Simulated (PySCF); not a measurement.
**C5H4F4O2: density, localisation and related maps**

```json
{"atom": "F", "x (Å)": "4.3407", "y (Å)": "0.1503", "z (Å)": "0.8915"}
{"atom": "C", "x (Å)": "3.0733", "y (Å)": "-0.2504", "z (Å)": "0.8428"}
{"atom": "C", "x (Å)": "2.1848", "y (Å)": "0.4105", "z (Å)": "0.1027"}
{"atom": "O", "x (Å)": "0.8950", "y (Å)": "0.0002", "z (Å)": "0.0409"}
{"atom": "C", "x (Å)": "0.0266", "y (Å)": "0.7501", "z (Å)": "-0.6667"}
{"atom": "C", "x (Å)": "-1.2258", "y (Å)": "0.3422", "z (Å)": "-0.8744"}
{"atom": "F", "x (Å)": "-2.0918", "y (Å)": "1.0985", "z (Å)": "-1.5451"}
{"atom": "O", "x (Å)": "-1.7178", "y (Å)": "-0.8471", "z (Å)": "-0.4926"}
{"atom": "C", "x (Å)": "-2.6270", "y (Å)": "-0.8330", "z (Å)": "0.5466"}
{"atom": "F", "x (Å)": "-3.1195", "y (Å)": "-2.0599", "z (Å)": "0.6284"}
{"atom": "F", "x (Å)": "-2.0054", "y (Å)": "-0.5381", "z (Å)": "1.6936"}
{"atom": "H", "x (Å)": "2.8439", "y (Å)": "-1.1366", "z (Å)": "1.4391"}
{"atom": "H", "x (Å)": "2.4707", "y (Å)": "1.2929", "z (Å)": "-0.4792"}
{"atom": "H", "x (Å)": "0.3676", "y (Å)": "1.7014", "z (Å)": "-1.0826"}
{"atom": "H", "x (Å)": "-3.4385", "y (Å)": "-0.1027", "z (Å)": "0.3815"}
```

Geometry: PBE0-D3(BJ)/def2-SVP.

Level of theory: wB97X-D/def2-SVPD, SCF density, gas phase in PySCF.

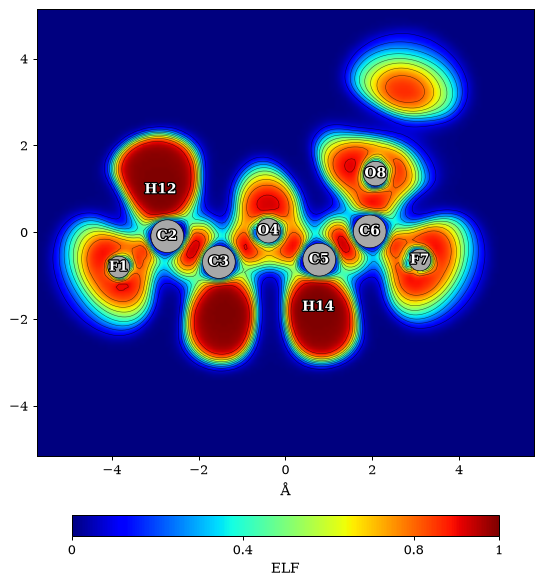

Figure 1. Electron localisation function on the plane of atoms O4, C5 and H14. Grey discs cover the atomic cores.

Q: What do the fields say about this system?

A: Atoms in the plane: F, C, O and H.
C–F (1.33 Å): the ELF peaks at about 0.85 between the atoms, as expected for a polar covalent bond.
C–C (1.33 Å): the ELF peaks at about 0.95 between the atoms (a short, multiple covalent bond).
C–O (1.34 Å): the ELF peaks at about 0.90 between the atoms, as expected for a polar covalent bond.
C–H (1.09 Å): the ELF climbs to about 1 towards the hydrogen, as it does in any bond to H; an ordinary covalent bond to hydrogen.
The ELF also peaks beside F1, F7, O4 and F10, away from the bonds: lone-pair regions.

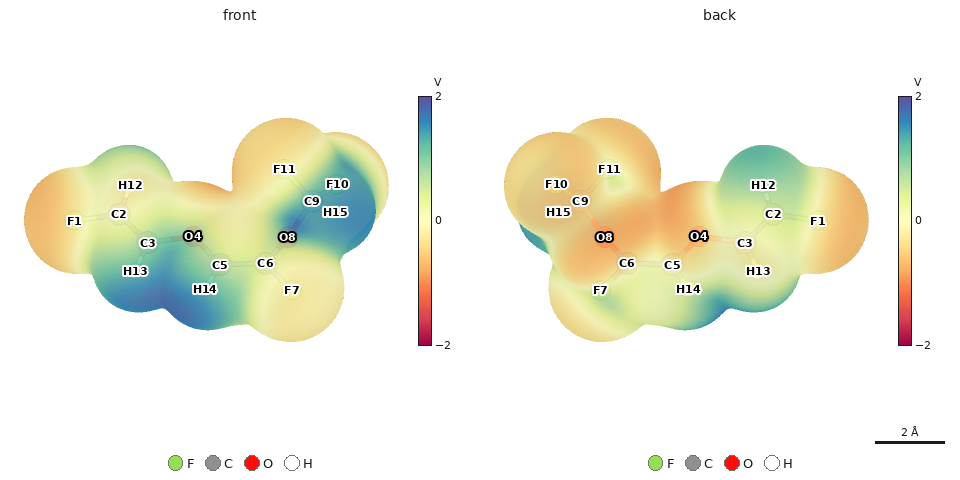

Figure 2. The molecular electrostatic potential painted on the density surface at 0.002 e/bohr³, seen from the front and from behind; the colour scale runs from red (negative) to blue (positive).

Q: Describe the electrostatic potential map.

A: The most negative region (about −0.8 V, or −18 kcal/mol for a unit charge) lies over O4 and O8, the most positive (about +1.8 V, or +42 kcal/mol for a unit charge) over H13 and H14.
